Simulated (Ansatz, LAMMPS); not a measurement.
# Static equation of state of amorphous 42Ga2O3-58Al2O3 (mol %) (95 atoms)

Density of this cell: 4.22 g/cm³. The cell holds 95 atoms: 16 Ga, 22 Al and 57 O. Cell: a = 10.202 Å, b = 10.163 Å, c = 9.957 Å, α = 88.1°, β = 88.9°, γ = 90.9°. The starting structure: 95 atoms (16 Fe, 22 Al, 57 O) placed at random at 3.62 g/cm³, melted at 5000 K for 10 ps at fixed volume with the Morse and Coulomb pair potential with partial charges (Pedone, Malavasi, Menziani, Cormack and Segre, J. Phys. Chem. B 110, 11780 (2006)). Quenched from 5000 K to 300 K at 100 K/ps and fixed volume, held 10 ps at zero pressure, then minimised at fixed cell. Then Fe was replaced by Ga and the cell scaled by 1.006 (the potential has no terms for the new elements, so the cell is a start for a DFT relaxation).

Calculated with Ansatz 0.2.0: Kohn-Sham DFT, PBE, PAW (set soft_2), plane waves; cutoff 420 eV, Γ point, fixed occupations. Cell and atoms were relaxed first, to V0 = 10.857 Å³ an atom at a residual P0 = 0.013 GPa. The cell was then scaled evenly, and the atoms were relaxed at each volume.

| volume (Å³/atom) | pressure (GPa) |
| --- | --- |
| 9.7716 | ? |
| 10.206 | 7.937 |
| 10.532 | 4.289 |
| 11.183 | -2.850 |
| 11.509 | -3.984 |

Task: Fit the third-order Birch–Murnaghan equation to the rows given and extrapolate to the withheld row.

Worked fit:

Take the Eulerian strain f = ½[(V0/V)^(2/3) − 1] and the normalised pressure F = (P − P0) / [3f(1 + 2f)^(5/2)]. The third-order Birch–Murnaghan equation is then the line F = B0 + (3/2)B0(B′ − 4) f, so u = f and v = F.

```
      u = f  v = F (GPa)
  0.0210565      113.143
  0.0102569      132.064
-0.00975672      102.772
 -0.0190505      77.0858
```

With n = 4: mean u = 6.2655e-4, mean v = 106.266, Σ(u − ū)² = 0.0010051, Σ(u − ū)(v − v̄) = 0.99940. Slope b = 0.99940 / 0.0010051 = 994.30; intercept a = v̄ − b ū = 105.64.

So B0 = a = 106 GPa and B′ = 4 + 2b/(3a) = 10.3. At the withheld volume f = 0.03638, F = a + b f = 141.8 GPa, and P = P0 + 3f(1 + 2f)^(5/2) F.

Prediction at 9.7716: 18.46 GPa. The run gave 13.94 GPa, so the fit is high by 4.5 GPa (32 % of the value).

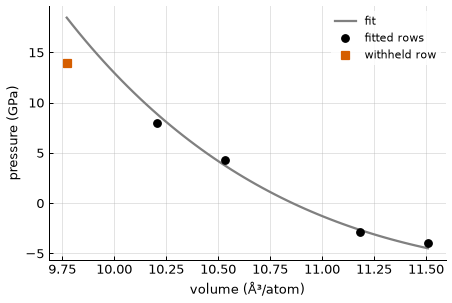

The fit, the rows that it rests on and the withheld row.

The series isn't one smooth equation of state: even a line fitted to all rows, the withheld one included, misses F by up to 20.5 %, the count of bonds changes along the series and an atom moves over 0.5 Å in some relaxation. B0 and B′ are then only the numbers of this fit, not moduli of the material. Among the rows given, the largest miss of the fit is at 10.206, by 0.94 GPa (5.2 % of the range of the table).

Limits: Static cells at zero temperature; the cell shape is held. The program notes that the SCF threshold of these relaxations is loose for the stress. The quench rate of 100 K/ps is many orders above laboratory rates, so the cell is likely richer in defects and strain than a real sample. The network of bonds at the start is that of the classical potential that made the cell, and needn't be the one that DFT or experiment would give. Only the Γ point is sampled, in a cell whose shortest periodic width is 10 Å.

[Logs are printed without paths, hosts, clocks, repeated set-up lines and the standing remarks that a program may print on its own settings, such as how far it seeks lower states.]

[Hosts, paths, dates, database ids (printed as entryN), source tags and the programs' standing remarks are cut or masked in the printed files.]
